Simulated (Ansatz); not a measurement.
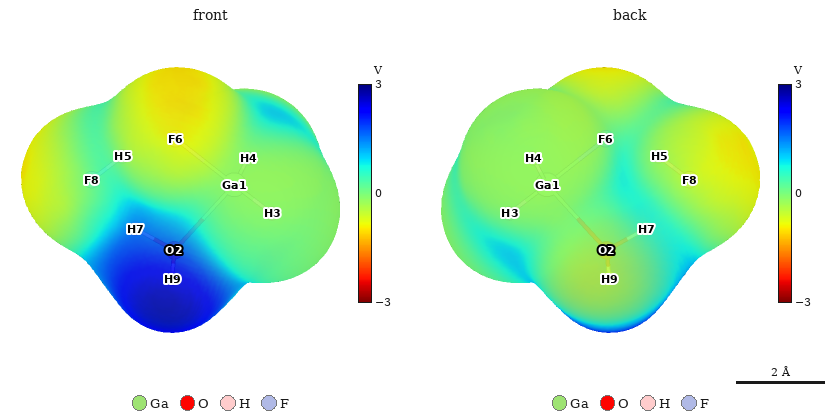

FGaH4O···HF. The electrostatic potential painted on the density surface at 0.001 e/bohr³, seen from the front and from behind; the colour scale runs from red (negative) to blue (positive).

The calculation used RKS PBE-D4/def2-SVP (Ansatz).

```xyz
9

Ga   -0.6484   -1.0369    0.3329
O     1.2136   -0.2932   -0.1946
H    -0.9446   -2.0403   -0.8400
H    -0.5584   -1.1678    1.8907
H    -0.4971    1.5953    0.0235
F    -1.4707    0.6126   -0.0759
H     1.0977    0.7215   -0.0941
F     0.4010    2.0537    0.0970
H     1.4068   -0.4446   -1.1397
```

**Which sites attract a positive test charge, and which a negative one?**

A positive charge is drawn to the negative regions and a negative charge to the positive ones. The most negative region (about −1.0 V, or −23 kcal/mol for a unit charge) lies over F6, the most positive (about +2.7 V, or +62 kcal/mol for a unit charge) over H9.
